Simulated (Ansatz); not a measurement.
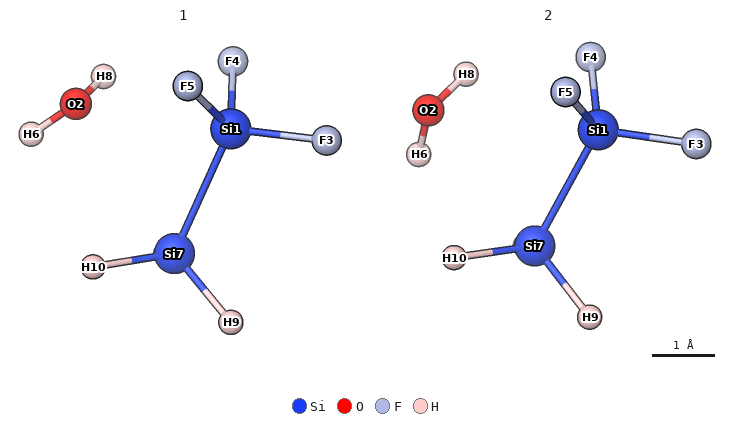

Two geometries of Si$_{2}$H$_{5}$OF$_{3}$, drawn at one scale. One is the start of a relaxation, the other its converged end. The picture is a ball-and-stick view, seen from a free direction.

Computed with Ansatz, RKS PBE-D4/def2-SVP. Settings: no spin polarisation; force threshold 0.03 eV/Å; at most 50 steps.

Which of the two is the end point?

Structure 1 is the relaxed one. The run prepares an end point of a later path (reaction) calculation, from a guessed geometry. The atom that moves furthest after the best rigid fit is an H atom (0.60 Å). Largest moves by element: H 0.60 Å, F 0.28 Å, O 0.26 Å, Si 0.16 Å. Some distances before and after: Si–Si 2.254 → 2.330 Å. After 12 accepted moves (13 points after the start) the energy has fallen by 2.14 kcal/mol. The largest force component goes from 0.75 to 0.029 eV/Å. The line search rejected the trial step at point 7 of the run. The run took 34 s on 2 threads of Intel(R) Xeon(R) Platinum 8488C (Sapphire Rapids), with other jobs on the host, peak memory 0.17 GiB.
